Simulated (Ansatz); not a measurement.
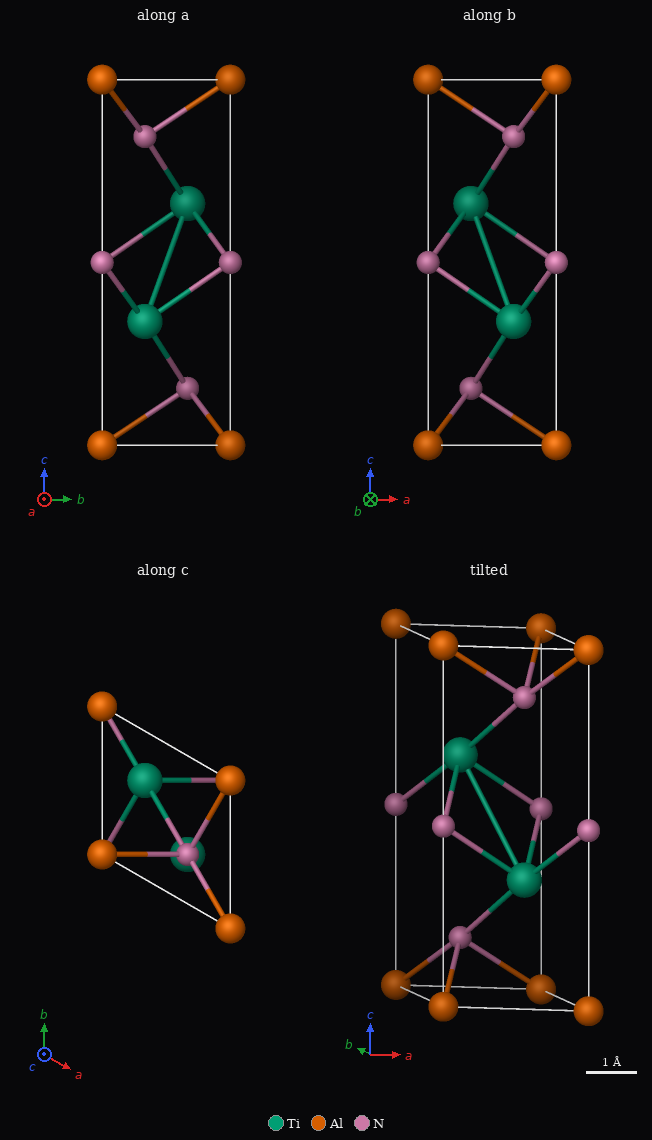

Figure: ball-and-stick view along the a axis, along the b axis, along the c axis and slightly off an axis. The conventional unit cell is drawn as a box.

Lattice parameters: a = 2.961 Å, b = 2.961 Å, c = 7.313 Å, α = 90.00°, β = 90.00°, γ = 120.00°.

**Convert the drawing into a table of Wyckoff sites, with free fractional coordinates to two decimals.**

Space group P-3m1 (No. 164).
```tsv
atom	site	x	y	z
Ti	2d	0.3333	0.6667	0.66
Al	1a	0.00	0.00	0.00
N	1b	0.00	0.00	0.50
N	2d	0.3333	0.6667	0.16
```

The structure comes from a structure type filled with these elements by a generator (whether the compound takes this form wasn't checked). Earlier steps of the study may have refined or changed the cell and positions. It was the input of a calculation with Ansatz.
